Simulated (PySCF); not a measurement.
Ge(Cl)2(Br)(OH), HBrCl2GeO, SMILES [OH][Ge]([Cl])([Cl])[Br] at its PBE0/def2-SVP optimised geometry (Å):

```
6

O      0.9736    -0.5783     0.0000
Ge    -0.7764    -0.5783     0.0000
Cl    -1.5243    -1.5490     1.7521
Cl    -1.3526     1.4641     0.0000
Br    -1.6180    -1.6470    -1.8320
H      1.3526    -1.4641     0.0638
```

Computed with PBE0/def2-TZVP run with PySCF. Cells within 0.4 Å of a nucleus heavier than hydrogen are left out (blank, or x).

Map of the HOMO−1 amplitude (bohr^(-3/2)) on the plane z = 0.0 Å; orbital energy -9.10 eV, overall sign arbitrary:

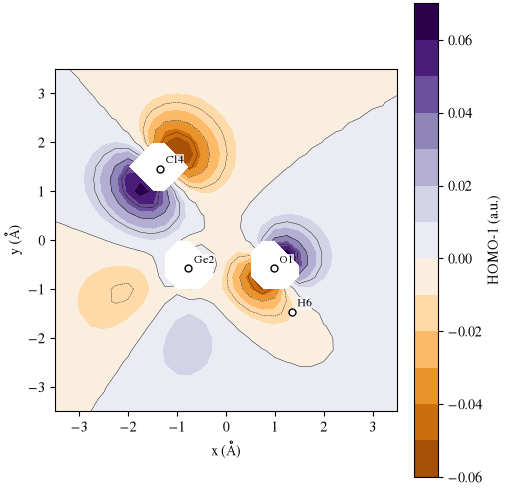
HOMO−1 amplitude (bohr^(-3/2)) on the plane z = 0.0 Å.
